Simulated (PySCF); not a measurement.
C₄H₄N₂, SMILES `c1cncnc1`.

Computed with PySCF, CAM-B3LYP/def2-SVP, geometry: GFN2-xTB. No frequency check shows the geometry to be a minimum. Without diffuse functions Rydberg states are missing, so the states' numbers hold for this basis only.

Geometry (Å), atoms numbered from 1:

```
C1      -1.3505    0.0175    0.0000
C2      -0.5999    1.1856    0.0000
N3       0.7237    1.1698    0.0000
C4       1.3017   -0.0168    0.0000
N5       0.6919   -1.1888    0.0000
C6      -0.6316   -1.1690    0.0000
H7      -2.4281    0.0313    0.0000
H8      -1.0626    2.1645    0.0000
H9       2.3843   -0.0309    0.0000
H10     -1.1205   -2.1351    0.0000
```

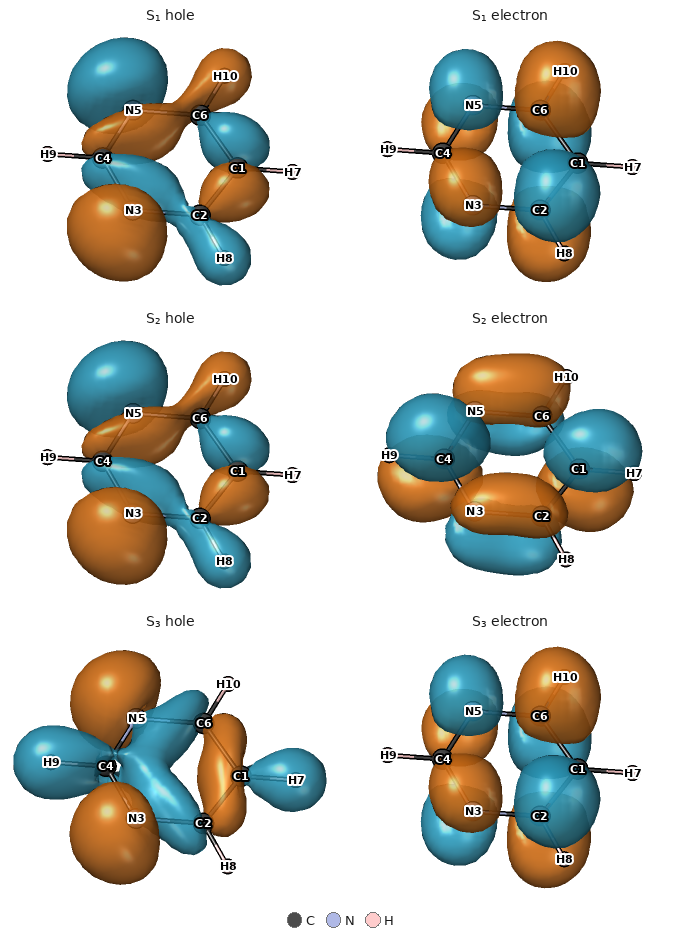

Leading natural transition orbitals (full linear response singlet states).

### Give the energy and character of each state.

By state:
- S₁: 4.55 eV (273 nm), f = 0.006, n → π*; the leading pair carries 99 %; hole on N3 and N5 (35 % each), C4 (8 %) and C1, C2 and C6 (5 % each), electron on C2 and C6 (23 % each), N3 and N5 (18 % each) and C1 (7 %); their centroids lie 0.7 Å apart.
- S₂: 4.84 eV (256 nm), f = 0.000 (dark), n → π*; the leading pair carries 100 %; hole on N3 and N5 (35 % each), C4 (8 %) and C1, C2 and C6 (5 % each), electron on C4 (30 %), C1 (20 %) and N3 and N5 (11 % each); their centroids lie 0.4 Å apart.
- S₃: 5.98 eV (207 nm), f = 0.000 (dark), n → π*; the leading pair carries 97 %; hole on N3 and N5 (32 % each), C4 (9 %) and C1 (6 %), electron on C2 and C6 (23 % each), N3 and N5 (18 % each) and C1 (7 %); their centroids lie 0.8 Å apart; S₄ lies within 0.1 eV of it.
